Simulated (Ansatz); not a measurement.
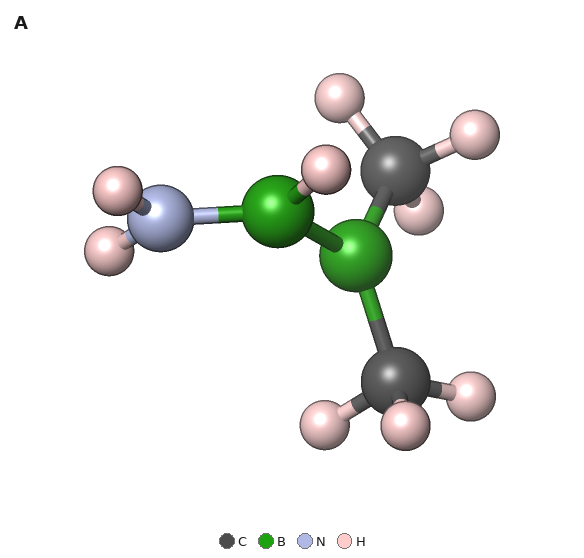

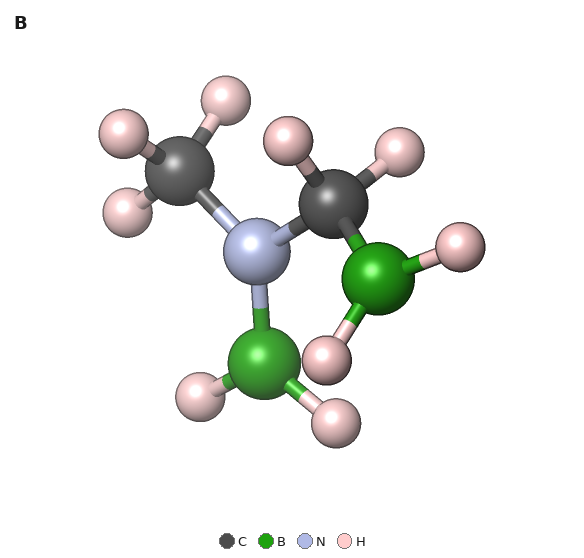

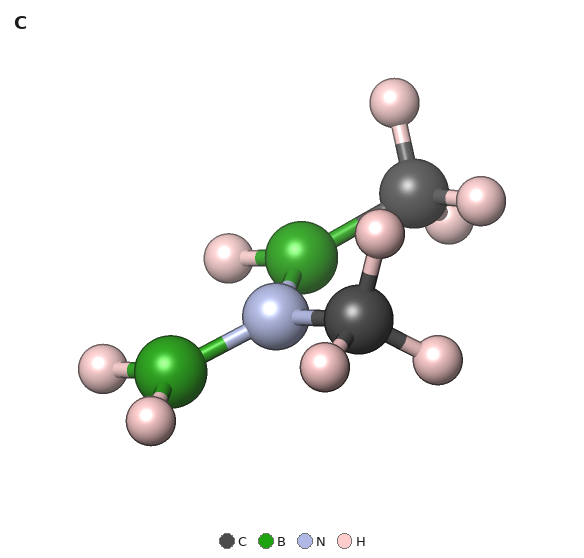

3 stationary structures of one formula. Geometries: PBE-D4/def2-SVP. Electronic energies: PBE-D4/def2-SVP (Ansatz 0.2.0), without zero-point energy. No frequency run is at hand to confirm each as a minimum. Each is one conformer, not always the lowest.

Are they conformers, stereoisomers or constitutional isomers?

They are constitutional isomers of C2H9B2N: A `CB(C)BN`, B `BCN(B)C`, C `BN(C)BC`.

Which structure is the most stable?

C is lowest; A lies 43.2 kJ/mol above it, B lies 166.4 kJ/mol above it.
